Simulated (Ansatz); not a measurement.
**A hypothetical structure for CaZnGaH**

This structure for CaZnGaH is made up. Its elements were placed in a known structure type with a cell scaled to their sizes. What cell does the guess relax to, and how far off was it?

Method: DFT, r2SCAN, plane-wave PAW, files of the set soft_1, scalar-relativistic, no spin, cell and ions relaxed at zero pressure; PAW set soft_1, in the first sound run; inputs show where later runs differ, in Ansatz 0.2.0.

## Step 1: Starting point

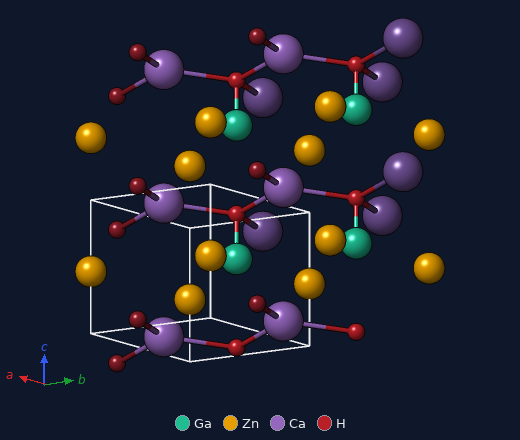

Start, viewed from a free direction; gallium teal, zinc orange, calcium purple, hydrogen red. 1×2×2 cells are drawn. Some periodic images of atoms are drawn too.

## Step 2: Relaxing cell and atoms

The guess takes its coordinates from another compound and its volume from a rule, so the cell and any free coordinates are relaxed together.

input.yaml

```yaml
crystal:
  lattice:
    - [4.222, 0.0, 0.0]
    - [-2.111, 3.656359255, 0.0]
    - [0.0, 0.0, 4.705]
  atoms:
    - { symbol: Ga, position: [0.333333333, 0.666666667, 0.6204] }
    - { symbol: Zn, position: [0.0, 0.0, 0.4649] }
    - { symbol: Ca, position: [0.666666667, 0.333333333, 0.0075] }
    - { symbol: H, position: [0.333333333, 0.666666667, 0.9574] }
kpoints:
  mp_grid: { grid: [7, 7, 6] }
scf:
  occupations: { method: fermi_dirac, width: 0.05 }
hamiltonian:
  xc: r2scan
  pseudopotentials: { kind: paw, azcp: { folder: soft_1 } }
relax:
  f_tol: 0.015
  max_steps: 70
  cell: {}
output:
  forces: true
  stress: true
```

Run with:

```bash
$ ansatz run input.yaml --threads 4 --pin off --max-ram 8192MiB --backend cpu --events-out ev --progress --plain --runs-dir out
```

Numbers of over 12 decimals in the logs are rounded to 6 here.

What it wrote:

```text
Engine: ansatz 0.2.0, x86_64-unknown-linux-gnu
Pseudopotentials: kind: paw
Pseudopotential: Ga, paw, valence charge 13, recommended cutoff 500 eV (meta_gga), soft_1/Ga.paw.azcp
Pseudopotential: Zn, paw, valence charge 12, recommended cutoff 500 eV (meta_gga), soft_1/Zn.paw.azcp
Pseudopotential: Ca, paw, valence charge 10, recommended cutoff 500 eV (meta_gga), soft_1/Ca.paw.azcp
Pseudopotential: H, paw, valence charge 1, recommended cutoff 500 eV (meta_gga), soft_1/H.paw.azcp
Functional definition: r2SCAN
  parameter k0 = 0.174
  parameter k1 = 0.065
  parameter a1 = 4.9479
  exchange = r2scan_x(k0 = k0, k1 = k1, a1 = a1)
  correlation = r2scan_c
Crystal: 4 atoms, lattice volume = 72.632 Å³
Basis set: ecut = 500 eV, 1871 PW (Γ), exchange–correlation on 128×128×144 points (64 copies of the dense FFT grid, shifted against one another)
Bands: 22, of which v1, the nominal top of the filled ones, is band 18 counted from 1 (17 counted from 0)
Symmetry: 6 space group operations
Space group: P3m1 (ITA 156), of the structure as read, at distance tolerance 4.2e-5 Å
k-points: 40 of 294 (time reversal used)
Non-local potential: Ga, projectors of the file, l = 0: 2, l = 1: 2, l = 2: 3, l = 3: 1
Non-local potential: Zn, projectors of the file, l = 0: 2, l = 1: 2, l = 2: 3, l = 3: 1
Non-local potential: Ca, projectors of the file, l = 0: 3, l = 1: 2, l = 2: 2
Non-local potential: H, projectors of the file, l = 0: 2, l = 1: 1
PAW form: soft (Blöchl's): semilocal exchange-correlation on the pseudo side does not see the compensation charge
PAW frozen core: Ga, regenerated for the run's functional (the file was generated under x = pbe(κ = 0.804, μ = 0.219515), c = pbe(β = 0.066725))
PAW frozen core: Zn, regenerated for the run's functional (the file was generated under x = pbe(κ = 0.804, μ = 0.219515), c = pbe(β = 0.066725))
PAW frozen core: Ca, regenerated for the run's functional (the file was generated under x = pbe(κ = 0.804, μ = 0.219515), c = pbe(β = 0.066725))
PAW one-centre angular grid: Ga, 590 points (default); XC on 160 Gauss nodes
PAW one-centre angular grid: Zn, 590 points (default); XC on 160 Gauss nodes
PAW one-centre angular grid: Ca, 302 points (default); XC on 160 Gauss nodes
PAW one-centre angular grid: H, 302 points (default); XC on 160 Gauss nodes
Initial density: superposition of atomic densities (chi_scale 0.1, normalization cell, long waves kept (reshape's long-wave potential 0.00 eV rms))
Initial wavefunctions: pseudopotential atomic-orbital guess
Functional: x = r2scan, c = r2scan; τ floored in thin density (d = 2e-4 eV/Å³)
SCF iter   1: F=—  HF=-8954.882503 eV  |F-HF|=—  |Δ(HF+E_count)|=         —  Δρ=6.20e-2  dr2=3.39e0  dr2_τ=3.23e-2  ethr=3.10e-3  ⟨swp⟩=7.2  Hψ=4801  notcnv=0
preconditioner: auto → Kerker (q_TF=auto, 2.427 Å⁻¹)  [metal: Δε(μ)=0.022 eV  Ē_g=12.834 eV  σ=0.050 eV  W_gap=0.11  n_scr=20 (ndim 8)  ℏωp=25.4 eV  f_vac=0.000  D(μ)=2.15/eV (n_scr^D=20)]
SCF iter   2: F=—  HF=-8954.365728 eV  |F-HF|=—  |Δ(HF+E_count)|=   5.17e-1  Δρ=2.80e-2  dr2=6.07e-1  dr2_τ=1.17e-2  ethr=3.10e-3  ⟨swp⟩=2.5  Hψ=1945  notcnv=0
SCF iter   3: F=—  HF=-8954.265402 eV  |F-HF|=—  |Δ(HF+E_count)|=   1.00e-1  Δρ=1.55e-2  dr2=2.56e-1  dr2_τ=2.33e-3  ethr=1.69e-3  ⟨swp⟩=2.0  Hψ=1679  notcnv=0  defer=1
SCF iter   4: F=—  HF=-8954.256733 eV  |F-HF|=—  |Δ(HF+E_count)|=   8.67e-3  Δρ=7.74e-3  dr2=2.22e-2  dr2_τ=3.73e-4  ethr=7.12e-4  ⟨swp⟩=3.3  Hψ=1626  notcnv=0  defer=1
SCF iter   5: F=—  HF=-8954.268496 eV  |F-HF|=—  |Δ(HF+E_count)|=   1.18e-2  Δρ=4.02e-3  dr2=7.50e-3  dr2_τ=1.36e-4  ethr=6.15e-5  ⟨swp⟩=2.0  Hψ=1919  notcnv=0  defer=1
SCF iter   6: F=—  HF=-8954.264017 eV  |F-HF|=—  |Δ(HF+E_count)|=   4.48e-3  Δρ=8.85e-4  dr2=7.88e-4  dr2_τ=2.48e-5  ethr=2.08e-5  ⟨swp⟩=2.0  Hψ=1595  notcnv=0  defer=1
SCF iter   7: F=—  HF=-8954.264225 eV  |F-HF|=—  |Δ(HF+E_count)|=   2.09e-4  Δρ=5.69e-4  dr2=2.01e-4  dr2_τ=2.09e-6  ethr=2.19e-6  ⟨swp⟩=2.0  Hψ=1231  notcnv=0  defer=1
SCF iter   8: F=—  HF=-8954.264281 eV  |F-HF|=—  |Δ(HF+E_count)|=   5.53e-5  Δρ=1.15e-4  dr2=1.43e-5  dr2_τ=2.76e-7  ethr=5.57e-7  ⟨swp⟩=2.0  Hψ=1232  notcnv=0  defer=1
SCF iter   9: F=—  HF=-8954.264291 eV  |F-HF|=—  |Δ(HF+E_count)|=   9.87e-6  Δρ=3.90e-5  dr2=1.29e-6  dr2_τ=1.87e-8  ethr=3.97e-8  ⟨swp⟩=2.0  Hψ=1238  notcnv=0  defer=1
SCF iter  10: F=—  HF=-8954.264291 eV  |F-HF|=—  |Δ(HF+E_count)|=   4.52e-7  Δρ=9.01e-6  dr2=1.08e-7  dr2_τ=1.01e-9  ethr=3.57e-9  ⟨swp⟩=2.0  Hψ=1232  notcnv=0  defer=1
SCF iter  11: F=-8954.264291 eV  HF=-8954.264291 eV  |F-HF|=3.70e-9  |Δ(HF+E_count)|=   4.55e-8  Δρ=6.17e-6  dr2=2.88e-8  dr2_τ=2.25e-10  ethr=2.78e-10  ⟨swp⟩=4.0  Hψ=2997  notcnv=0
SCF 1 converged in 11 iterations: F = -8954.264291 eV  dr2 = 2.88e-8
  greatest PAW one-centre occupation: 0.995 electrons in one spin orbital (limit 2), on the Ca atom at site 2 (counted from 0), in its partial waves of l = 0
relax step   1: F+E_penalty+E_count = -8954.26429102 eV  Δ(F+E_penalty+E_count) = +0.000e0 eV  max|allowed force component| = 2.034e0 eV/Å  Δτ_max = 0.0000 Å  P = -0.208 GPa  Ω = 72.632 Å³  (11 SCF iters, dr2 threshold 1.00e-7 eV, accepted)
Crystal: 4 atoms, lattice volume = 70.671 Å³
Basis set: ecut = 500 eV, 1787 PW (Γ), exchange–correlation on 128×128×144 points (64 copies of the dense FFT grid, shifted against one another)
Initial density: handed on by an earlier stage of this run
Initial wavefunctions: those handed on with the density
iter 1 solved again at ethr=5.16e-4 eV; its pass at ethr=3.10e-3 eV (dr2=1.86e-1 eV) is discarded
SCF iter   1: F=—  HF=-8954.641883 eV  |F-HF|=—  |Δ(HF+E_count)|=         —  Δρ=1.37e-2  dr2=1.90e-1  dr2_τ=1.34e0  ethr=5.16e-4  ⟨swp⟩=1.0  Hψ=6345  notcnv=0
preconditioner: auto → Kerker (q_TF=auto, 2.438 Å⁻¹)  [metal: Δε(μ)=0.073 eV  Ē_g=14.343 eV  σ=0.050 eV  W_gap=0.34  n_scr=20 (ndim 8)  ℏωp=25.8 eV  f_vac=0.000  D(μ)=1.82/eV (n_scr^D=8)]
SCF iter   2: F=—  HF=-8954.654846 eV  |F-HF|=—  |Δ(HF+E_count)|=   1.30e-2  Δρ=8.17e-3  dr2=5.78e-2  dr2_τ=2.32e-3  ethr=5.16e-4  ⟨swp⟩=3.0  Hψ=1914  notcnv=0
SCF iter   3: F=—  HF=-8954.654388 eV  |F-HF|=—  |Δ(HF+E_count)|=   4.58e-4  Δρ=3.64e-3  dr2=1.52e-2  dr2_τ=2.91e-4  ethr=1.60e-4  ⟨swp⟩=2.0  Hψ=1336  notcnv=0  defer=1
SCF iter   4: F=—  HF=-8954.652175 eV  |F-HF|=—  |Δ(HF+E_count)|=   2.21e-3  Δρ=2.58e-3  dr2=4.53e-3  dr2_τ=1.19e-4  ethr=4.23e-5  ⟨swp⟩=2.0  Hψ=1684  notcnv=0  defer=2
SCF iter   5: F=—  HF=-8954.650884 eV  |F-HF|=—  |Δ(HF+E_count)|=   1.29e-3  Δρ=1.32e-3  dr2=1.31e-3  dr2_τ=3.66e-5  ethr=1.26e-5  ⟨swp⟩=2.0  Hψ=1151  notcnv=0  defer=2
[...]
SCF iter   3: F=—  HF=-8954.803064 eV  |F-HF|=—  |Δ(HF+E_count)|=   3.07e-4  Δρ=1.67e-3  dr2=4.33e-3  dr2_τ=6.19e-5  ethr=5.71e-5  ⟨swp⟩=2.3  Hψ=1147  notcnv=0
SCF iter   4: F=—  HF=-8954.803629 eV  |F-HF|=—  |Δ(HF+E_count)|=   5.65e-4  Δρ=1.09e-3  dr2=7.43e-4  dr2_τ=1.31e-5  ethr=1.20e-5  ⟨swp⟩=2.1  Hψ=1567  notcnv=0
SCF iter   5: F=—  HF=-8954.803397 eV  |F-HF|=—  |Δ(HF+E_count)|=   2.33e-4  Δρ=7.24e-4  dr2=4.17e-4  dr2_τ=3.79e-6  ethr=2.06e-6  ⟨swp⟩=3.0  Hψ=1590  notcnv=0
SCF iter   6: F=—  HF=-8954.803484 eV  |F-HF|=—  |Δ(HF+E_count)|=   8.78e-5  Δρ=2.71e-4  dr2=6.54e-5  dr2_τ=6.31e-7  ethr=1.16e-6  ⟨swp⟩=2.0  Hψ=1307  notcnv=0
SCF iter   7: F=—  HF=-8954.803515 eV  |F-HF|=—  |Δ(HF+E_count)|=   3.05e-5  Δρ=1.54e-4  dr2=1.22e-5  dr2_τ=1.12e-7  ethr=1.82e-7  ⟨swp⟩=2.0  Hψ=1497  notcnv=0
SCF iter   8: F=—  HF=-8954.803515 eV  |F-HF|=—  |Δ(HF+E_count)|=   4.44e-7  Δρ=1.04e-4  dr2=6.67e-6  dr2_τ=7.03e-8  ethr=3.38e-8  ⟨swp⟩=3.0  Hψ=1601  notcnv=0
SCF iter   9: F=—  HF=-8954.803515 eV  |F-HF|=—  |Δ(HF+E_count)|=   6.29e-7  Δρ=2.33e-5  dr2=5.45e-7  dr2_τ=4.76e-9  ethr=1.85e-8  ⟨swp⟩=2.0  Hψ=1435  notcnv=0
SCF iter  10: F=-8954.803515 eV  HF=-8954.803515 eV  |F-HF|=6.44e-9  |Δ(HF+E_count)|=   1.23e-7  Δρ=8.49e-6  dr2=6.43e-8  dr2_τ=1.24e-9  ethr=1.11e-9  ⟨swp⟩=6.0  Hψ=4162  notcnv=0
SCF 3 converged in 10 iterations: F = -8954.803515 eV  dr2 = 6.43e-8
relax step   3: F+E_penalty+E_count = -8954.80351479 eV  Δ(F+E_penalty+E_count) = -1.525e-1 eV  max|allowed force component| = 3.836e-1 eV/Å  Δτ_max = 0.1170 Å  P = +0.556 GPa  Ω = 68.088 Å³  energy of the carried Pulay correction = +1.317e-3 eV  (10 SCF iters, dr2 threshold 4.00e-7 eV, accepted)
[...]
relax step   4: F+E_penalty+E_count = -8954.83530611 eV  Δ(F+E_penalty+E_count) = -3.179e-2 eV  max|allowed force component| = 2.104e-1 eV/Å  Δτ_max = 0.1262 Å  P = +0.746 GPa  Ω = 67.038 Å³  energy of the carried Pulay correction = +1.633e-3 eV  (9 SCF iters, dr2 threshold 4.00e-7 eV, accepted)
[...]
relax step   5: F+E_penalty+E_count = -8954.84270918 eV  Δ(F+E_penalty+E_count) = -7.403e-3 eV  max|allowed force component| = 1.076e-1 eV/Å  Δτ_max = 0.0218 Å  P = +0.141 GPa  Ω = 67.950 Å³  energy of the carried Pulay correction = +1.358e-3 eV  (8 SCF iters, dr2 threshold 4.00e-7 eV, accepted)
[...]
relax step   6: F+E_penalty+E_count = -8954.84373074 eV  Δ(F+E_penalty+E_count) = -1.022e-3 eV  max|allowed force component| = 5.346e-3 eV/Å  Δτ_max = 0.0141 Å  P = +0.004 GPa  Ω = 67.933 Å³  energy of the carried Pulay correction = +1.363e-3 eV  (6 SCF iters, dr2 threshold 4.00e-7 eV, accepted)
Basis set: ecut = 500 eV, 1725 PW (Γ), exchange–correlation on 128×128×128 points (64 copies of the dense FFT grid, shifted against one another)
Initial wavefunctions: pseudopotential atomic-orbital guess (no wavefunctions were taken with the density)
iter 1 solved again at ethr=1.04e-7 eV; its pass at ethr=3.10e-3 eV (dr2=3.75e-5 eV) is discarded
SCF iter   1: F=—  HF=-8954.843334 eV  |F-HF|=—  |Δ(HF+E_count)|=         —  Δρ=1.69e-4  dr2=1.83e-6  dr2_τ=5.00e-6  ethr=1.04e-7  ⟨swp⟩=3.0  Hψ=7043  notcnv=0
preconditioner: auto → Kerker (q_TF=auto, 2.454 Å⁻¹)  [metal: Δε(μ)=0.043 eV  Ē_g=14.495 eV  σ=0.050 eV  W_gap=0.21  n_scr=20 (ndim 8)  ℏωp=26.3 eV  f_vac=0.000  D(μ)=1.27/eV (n_scr^D=8)]
SCF iter   2: F=—  HF=-8954.843383 eV  |F-HF|=—  |Δ(HF+E_count)|=   4.83e-5  Δρ=9.09e-5  dr2=7.14e-7  dr2_τ=8.24e-7  ethr=5.09e-9  ⟨swp⟩=2.0  Hψ=1488  notcnv=0
SCF iter   3: F=—  HF=-8954.843402 eV  |F-HF|=—  |Δ(HF+E_count)|=   1.90e-5  Δρ=1.64e-5  dr2=8.09e-8  dr2_τ=3.47e-9  ethr=1.98e-9  ⟨swp⟩=2.0  Hψ=1489  notcnv=0
SCF iter   4: F=—  HF=-8954.843402 eV  |F-HF|=—  |Δ(HF+E_count)|=   3.71e-8  Δρ=3.42e-6  dr2=1.17e-8  dr2_τ=3.61e-10  ethr=2.25e-10  ⟨swp⟩=2.0  Hψ=1415  notcnv=0
SCF iter   5: F=—  HF=-8954.843402 eV  |F-HF|=—  |Δ(HF+E_count)|=   1.54e-8  Δρ=2.91e-6  dr2=4.81e-9  dr2_τ=3.44e-11  ethr=3.24e-11  ⟨swp⟩=2.0  Hψ=1435  notcnv=0
SCF iter   6: F=—  HF=-8954.843402 eV  |F-HF|=—  |Δ(HF+E_count)|=  3.09e-11  Δρ=1.50e-6  dr2=1.01e-9  dr2_τ=4.66e-11  ethr=1.34e-11  ⟨swp⟩=2.0  Hψ=1433  notcnv=0
SCF iter   7: F=—  HF=-8954.843402 eV  |F-HF|=—  |Δ(HF+E_count)|=  6.80e-10  Δρ=4.76e-7  dr2=1.83e-10  dr2_τ=7.03e-12  ethr=2.80e-12  ⟨swp⟩=2.0  Hψ=1434  notcnv=0
SCF iter   8: F=—  HF=-8954.843402 eV  |F-HF|=—  |Δ(HF+E_count)|=  2.95e-10  Δρ=3.12e-7  dr2=5.17e-11  dr2_τ=8.81e-13  ethr=1.00e-12  ⟨swp⟩=4.9  Hψ=3193  notcnv=0
SCF iter   9: F=-8954.843402 eV  HF=-8954.843402 eV  |F-HF|=5.46e-12  |Δ(HF+E_count)|=  2.55e-11  Δρ=6.54e-8  dr2=3.19e-12  dr2_τ=3.67e-14  ethr=1.00e-12  ⟨swp⟩=4.0  Hψ=2842  notcnv=0
SCF 7 converged in 9 iterations: F = -8954.843402 eV  dr2 = 3.19e-12
relax step   7: F+E_penalty+E_count = -8954.84340161 eV  Δ(F+E_penalty+E_count) = +3.291e-4 eV  max|allowed force component| = 5.770e-3 eV/Å  Δτ_max = 0.0000 Å  P = -0.001 GPa  Ω = 67.933 Å³  stress off target by 3.32e-2 GPa  SCF on the basis re-selected at this cell (its energy is not comparable with the rows above)  (9 SCF iters)
basis re-selected at this cell: Δ(F+E_penalty+E_count) = +3.291e-4 eV, ΔP = -0.006 GPa vs the last step (what re-selecting the basis moved, of the pressure what is left beyond the Pulay correction that the steps carried, after the strain that the cell walked since its last selection, with what the two solves' SCF thresholds leave and, on support functions, any second-order correction that the steps lacked; it is no measure of the basis error at this ecutwfc). The dense FFT grid was sized anew with the basis: this SCF ran on 32×32×32 points, the steps before it on 32×32×36, so part of this shift can come from that change (see relax.cell in the input reference). [rest of the remark cut]
SCF converged after 9 iterations
Free energy (F): -8954.843402 eV
Harris-Foulkes:  -8954.843402 eV  (|F-HF|=5.46e-12)
Internal energy: -8954.832847 eV  (E = F + TS)
E sigma→0 (E₀):  -8954.838124 eV
Entropy (-TS):   -0.010554 eV (-2.639 meV/atom)
Fermi energy:    8.165979 eV
--- Per-component energies (eV) ---
  E_band       = -183.790355
  E_kinetic    = 525.883793
  E_local      = -4250.842128  (includes V_loc(G=0)·N_el)
  E_nonlocal   = 817.778186
  E_hartree    = 1963.355871
  E_xc         = -263.766775
  E_vxc        = -302.598447  (∫ρ·V_xc dr)
  E_paw        = -4788.106614  (= ΣΔE_a)
  E_vpaw       = -918.363945  (= ΣTr[D̂ρ^β])
  E_aug_tail   = 0.000027  (compensation charges beyond the density's cutoff)
  E_vtau       = 17.640489  (kinetic-family band-sum trace: ∫τ·v_τ [+ j·A + Jᵃ·Aᵃ] dr)
  E_ewald      = -2958.078859
  E_core_change = -1.056348  (= ΣΔE_core)
  E_smearing   = -0.010554  (= −TS)
  E_closure    = 0.000000  (closes the sum)
  Σ components = -8954.843402   (vs F -8954.843402, Δ=0.00e0)
--- Forces (eV/Å), atoms counted from 1 ---
  atom   1  Ga     0.00000000    -0.00000000    -0.00264102
  atom   2  Zn    -0.00000000     0.00000000    -0.00371237
  atom   3  Ca     0.00000000    -0.00000000     0.00058231
  atom   4  H     -0.00000000     0.00000000     0.00576966
  max |Σ_I F_I| component: 1.42e-6 eV/Å
--- Stress (GPa, compression-positive) ---
        0.014550       0.000000       0.000000
        0.000000       0.014550      -0.000000
        0.000000      -0.000000      -0.033242
  P = ⅓ Tr σ = -0.0014 GPa (-0.014 kbar)
--- Relaxed structure (6 steps of the walk, 6 accepted, 1 SCFs on fresh bases) ---
  F+E_penalty+E_count = -8954.84340161 eV   max|allowed force component| = 5.770e-3 eV/Å   (the final SCF, on the basis selected at the relaxed cell)
  cell:  # Å, volume = 67.9329 Å³
    - [4.339778, 0, -5.4452590142761617e-17]
    - [-2.169889, 3.758358, 2.72262950713808e-17]
    - [-6.068200772475418e-17, 0, 4.164994]
  atoms:
    - { symbol: Ga, position: [0.333333, 0.666667, 0.544137] }
    - { symbol: Zn, position: [-1.9072863895063327e-17, -9.25185854285121e-18, 0.517534] }
    - { symbol: Ca, position: [0.666667, 0.333333, 0.037026] }
    - { symbol: H, position: [0.333333, 0.666667, 0.951503] }
```

The job ended after 33 s (4 threads of Intel Xeon Platinum 8259CL at 2.50GHz (Skylake/Cascade Lake), shared host; peak memory 0.63 GiB; 1.9 min of CPU time).

The steps of the relaxation:

```
step  energy less that of the first step (eV)  largest force component (eV/Å)  pressure (GPa)  volume (Å³)
   1                                   0.0000                          2.0341           -0.21        72.63
   2                                  -0.3868                          0.8780           -0.67        70.67
   3                                  -0.5392                          0.3836            0.56        68.09
   4                                  -0.5710                          0.2104            0.75        67.04
   5                                  -0.5784                          0.1076            0.14        67.95
   6                                  -0.5794                          0.0053            0.00        67.93
  7*                                  -0.5791                          0.0058            0.00        67.93
```

Relaxation steps marked * repeat the geometry before them on a plane-wave basis chosen anew for their cell, so energy and pressure can jump there.

The run keeps the 6 symmetry operations that it works with, so distortions that break them were not tested.

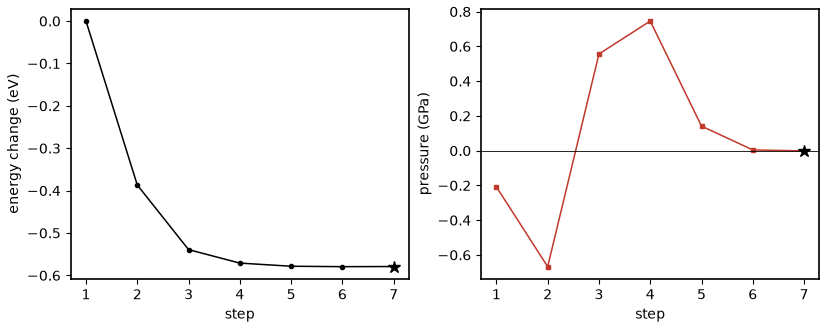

Energy and pressure along the relaxation. Stars mark steps on a basis chosen anew.

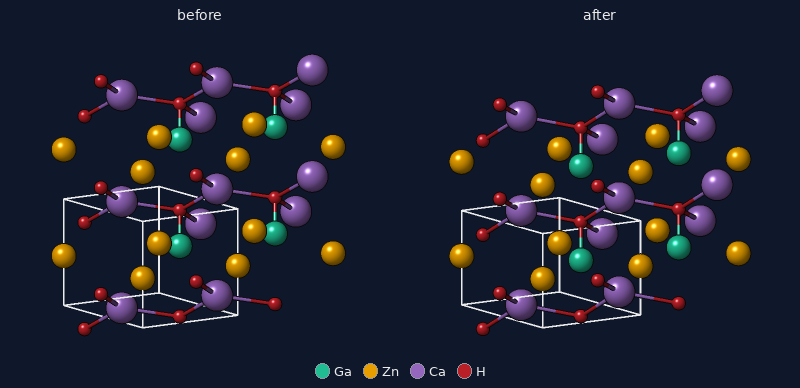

Before and after, at one scale.

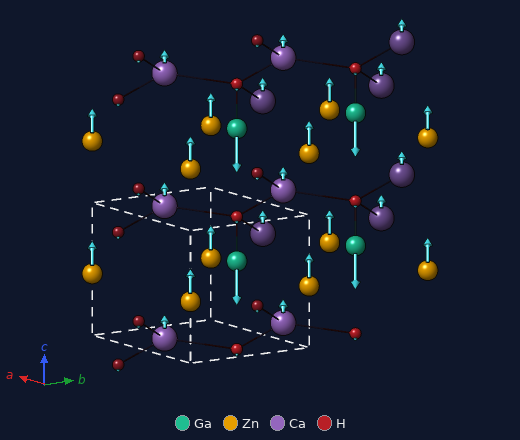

Displacements in the relaxation, exaggerated, measured against the changing cell; the longest in the cell stands for 0.32 Å. 1×2×2 cells are drawn. Some periodic images of atoms are drawn too.

```
conventional cell, symmetrised  before  after   change
                         a (Å)   4.222  4.340   +2.8 %
                         b (Å)   4.222  4.340   +2.8 %
                         c (Å)   4.705  4.165  -11.5 %
              volume (Å³/atom)   18.16  16.98   -6.5 %
```

The atoms that moved most (Å, as changes of fractional coordinates times the final cell):

```
atom     dx     dy      dz  length
 Ga1  0.000  0.000  -0.318   0.318
 Zn2  0.000  0.000   0.219   0.219
 Ca3  0.000  0.000   0.123   0.123
  H4  0.000  0.000  -0.025   0.025
```

Final coordinates:

```xyz
4
Lattice="4.3398 0.0000 0.0000 -2.1699 3.7584 0.0000 0.0000 0.0000 4.1650" Properties=species:S:1:pos:R:3 pbc="T T T"
Ga    0.0000    2.5056    2.2663
Zn    0.0000    0.0000    2.1555
Ca    2.1699    1.2528    0.1542
H     0.0000    2.5056    3.9630
```

Numbers from this step:

| Property | Result |
| --- | --- |
| free energy | -8954.8434 eV |
| energy at zero smearing | -8954.8381 eV |
| smearing term TS | 0.01055 eV |
| Fermi energy | 8.166 eV |
| electrons | 36 |
| symmetry operations | 6 |
| pressure | -0.001381 GPa |

The shortest distance of each pair, which need not be the same contact before and after:

```
 pair  guess (Å)  relaxed (Å)
 Ga–H      1.586        1.697
Ga–Zn      2.545        2.508
 Ca–H      2.449        2.531
 H–Zn      3.363        3.089
Ca–Zn      3.252        3.207
```

The relaxation ends with a largest force component of 0.0058 eV/Å and a pressure of 0.00 GPa.

(Continued in part 2 of 2.)

[Logs are printed without paths, hosts, clocks, repeated set-up lines and the standing remarks that a program may print on its own settings, such as how far it seeks lower states.]

[Hosts, paths, dates, database ids (printed as entryN), source tags and the programs' standing remarks are cut or masked in the printed files.]
